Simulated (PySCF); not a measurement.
**BP86/def2-TZVP run of CH6Ge2 (SMILES [CH2]1[GeH2][GeH2]1)**

Aim: the vertical singlet–triplet gap of CH6Ge2 at BP86/def2-TZVP, from 2 runs. 

The results are computed with PySCF 2.14.0.

## Step 1: The molecule

CH6Ge2: 9 atoms, total charge 0, spin state singlet. SMILES: `[CH2]1[GeH2][GeH2]1`. The coordinates come from a PBE0-D4/def2-TZVP relaxation.

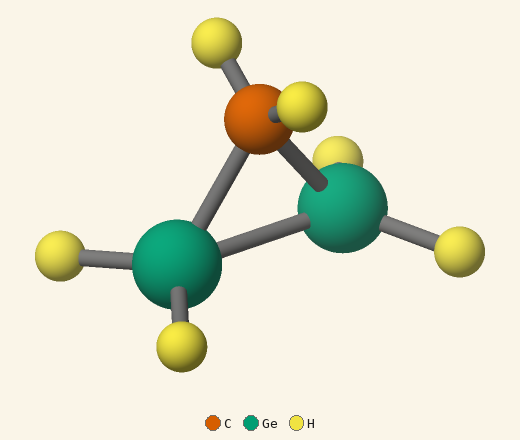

Viewed from a chosen angle; carbon orange, germanium teal, hydrogen yellow.

## Step 2: The energy at BP86/def2-TZVP

input.py reads:

```python
from pyscf import gto, dft

molecule = gto.M(
    atom='''
C     -1.272542     0.327867    -1.443373
Ge     2.019550     1.427499    -0.017197
Ge    -0.589972    -1.810547     1.563748
H     -2.830054     1.656156    -1.293707
H     -1.220196    -0.606224    -3.270171
H      2.055644     4.056108     1.185425
H      4.349394     0.831668    -1.621763
H     -0.022866    -4.594113     1.027066
H     -2.321529    -1.376099     3.837656
''',
    max_memory=1860,
    unit='bohr',
    verbose=4,
    basis='def2-tzvp',
    charge=0,
)

mf = dft.RKS(molecule, xc='bp86')
mf.conv_tol = 1e-10
mf.grids.level = 3
mf.kernel()
if not mf.converged:
    mf = mf.newton().run(mf.mo_coeff, mf.mo_occ)

etot = mf.e_tot
print('Final energy', etot)
```

Started as:

```sh
OMP_NUM_THREADS=1 python input.py
```

The log of the run:

```text
PySCF version 2.14.0

[... 80 lines left out ...]
converged SCF energy = -4196.22719613089
Final energy -4196.227196130887
```

Wall time 27 s (1 thread of Arm Neoverse V2, shared host); peak memory 1.2 GiB.

## Step 3: The triplet

input.py reads:

```python
from pyscf import gto, dft

molecule = gto.M(
    atom='''
C   -0.673400   0.173500  -0.763800
Ge   1.068700   0.755400  -0.009100
Ge  -0.312200  -0.958100   0.827500
H   -1.497600   0.876400  -0.684600
H   -0.645700  -0.320800  -1.730500
H    1.087800   2.146400   0.627300
H    2.301600   0.440100  -0.858200
H   -0.012100  -2.431100   0.543500
H   -1.228500  -0.728200   2.030800
''',
    max_memory=1860,
    verbose=3,
    spin=2,
    basis='def2-tzvp',
    charge=0,
)

calc0 = dft.UKS(molecule)
calc0.xc = 'bp86'
calc0.conv_tol = 1e-10
calc0.grids.level = 3
calc0.kernel()
if not calc0.converged:
    calc0 = calc0.newton().run(calc0.mo_coeff, calc0.mo_occ)

e_tot = calc0.e_tot
print('E = %.10f Eh' % e_tot)
```

Started as:

```sh
OMP_NUM_THREADS=1 python input.py
```

The log of the run:

```text
WARN: HOMO -0.0658832037763702 >= LUMO -0.244061232116298

WARN: HOMO -0.0996364748498166 >= LUMO -0.208563612749095

WARN: HOMO -0.0599647056117724 >= LUMO -0.196858404419409

WARN: HOMO -0.0705770811402964 >= LUMO -0.197311785226667

WARN: HOMO -0.0784899972861126 >= LUMO -0.204874324360823

WARN: HOMO -0.0752826073533015 >= LUMO -0.200358616819567

WARN: HOMO -0.075265123401099 >= LUMO -0.200456912853159

WARN: HOMO -0.0752569179111759 >= LUMO -0.200301953079194

WARN: HOMO -0.0752739059587526 >= LUMO -0.20032015122014

WARN: HOMO -0.0752735446822115 >= LUMO -0.20031781545093

WARN: HOMO -0.0752727612945989 >= LUMO -0.200316244070802

WARN: HOMO -0.0752723533927018 >= LUMO -0.200315834302408

WARN: HOMO -0.0752726605243552 >= LUMO -0.200316236961321

converged SCF energy = -4196.08205812922  <S^2> = 2.003105  2S+1 = 3.0020693
E = -4196.0820581292 Eh
```

Wall time 47 s (1 thread of Arm Neoverse V2, shared host); peak memory 1.3 GiB.

## Step 4: Outcome

At BP86/def2-TZVP:

| quantity | value |
| --- | --- |
| singlet: total energy | -4196.22720 Eh |
| singlet: dipole moment | 0.37 D |
| singlet: HOMO energy | -5.70 eV |
| singlet: LUMO energy | -1.26 eV |
| singlet: HOMO–LUMO gap | 4.43 eV |
| triplet: total energy | -4196.08206 Eh |
| triplet: dipole moment | 0.75 D |
| triplet: HOMO energy (highest over α and β) | -2.05 eV |
| triplet: ⟨S²⟩ | 2.003 |
| vertical energy of the triplet above the singlet | 3.949 eV |

In words: At this shape the triplet lies 3.95 eV (381 kJ/mol) above the singlet. Mulliken charges (singlet) run from -0.44 on C1 to +0.15 on H4; they depend strongly on the basis.
